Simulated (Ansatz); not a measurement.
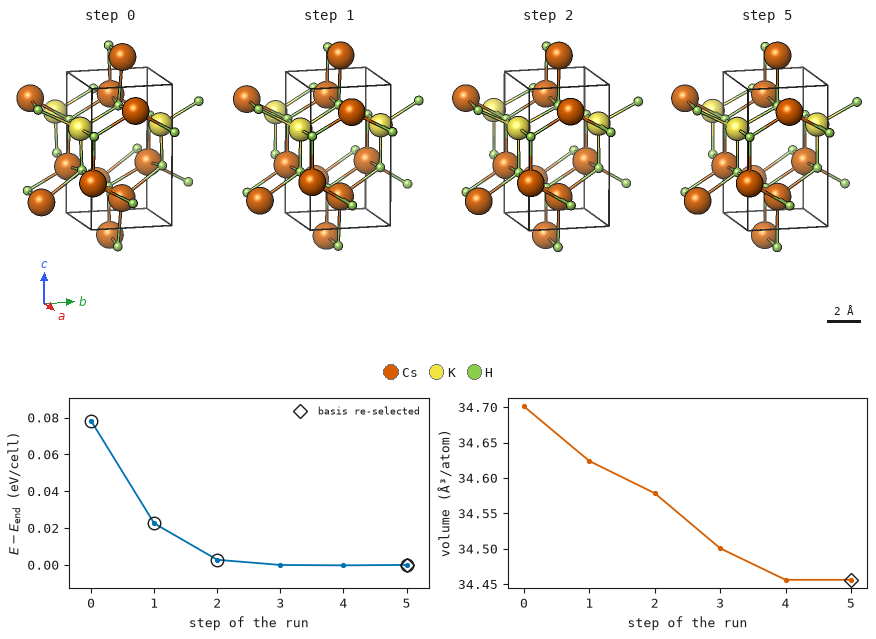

Frames of a relaxation of solid Cs₃KH₄ (built on the Al3GaN4-6 type type), marked on the history of the run. Style: ball-and-stick. Shown: the cell of the calculation, slightly off an axis.

Case: shaken.

All numbers below come from Ansatz, DFT, PBEsol, plane waves, PAW. Set-up: plane-wave cutoff 420 eV; k-point mesh 4 × 4 × 2; occupations fermi dirac; smearing width 0.05 eV; no spin polarisation; cell and atoms relaxed; force threshold 0.01 eV/Å; at most 120 steps.

Question: What happens along the run?

Answer: The largest move relative to the cell is that of an H atom, 0.18 Å along [1 2 0]. By element the largest moves are H 0.18 Å, Cs 0.14 Å, K 0.05 Å. Cell: a 6.132 → 6.125 Å (−0.1 %), b 5.108 → 5.082 Å (−0.5 %), c 8.865 → 8.856 Å (−0.1 %), α 89.4° → 89.6°, β 89.0° → 90.0°, γ 89.5° → 90.0°. Volume −0.7 %. Near-neighbour distances that change, for instance: Cs–H 3.283 → 3.068 Å, Cs–H 2.883 → 3.070 Å, Cs–H 3.201 → 3.039 Å, Cs–H 3.177 → 3.034 Å. Among the angles between lasting bonds that change: H–Cs–H 171.6° → 179.6°, Cs–H–Cs 171.6° → 179.6°, H–Cs–H 131.4° → 123.9°. The space group stays P1 (No. 1). The energy falls by 78.3 meV per cell of the calculation in 4 accepted moves (5 points after the start). The largest force component goes from 0.23 to 0.0051 eV/Å. The pressure goes from −0.06 to −0.01 GPa. The SCF was repeated once at an unchanged geometry on a basis and grid sized afresh for the cell, which shifted the energy by 0.2 meV per cell of the calculation at most. From step 0 to 1: a Cs atom moves most (0.19 Å), volume −0.2 %, energy −55.7 meV per cell of the calculation. From step 1 to 2: the K atom moves most (0.11 Å), volume −0.1 %, energy −19.8 meV per cell of the calculation. From step 2 to 5: the K atom moves most (0.04 Å), volume −0.4 %, energy −2.8 meV per cell of the calculation.

```
step  E − E(0), meV/atom  largest force component, eV/Å  pressure, GPa  volume, Å³/atom                      note
   0                0.00                         0.2305          -0.06           34.701                          
   1               -6.96                         0.1435          -0.01           34.624                          
   2               -9.43                         0.0709          -0.05           34.579                          
   3               -9.78                         0.0094          -0.02           34.501                          
   4               -9.81                         0.0051          -0.01           34.456                          
   5               -9.78                         0.0051          -0.01           34.456  same geometry, new basis
```
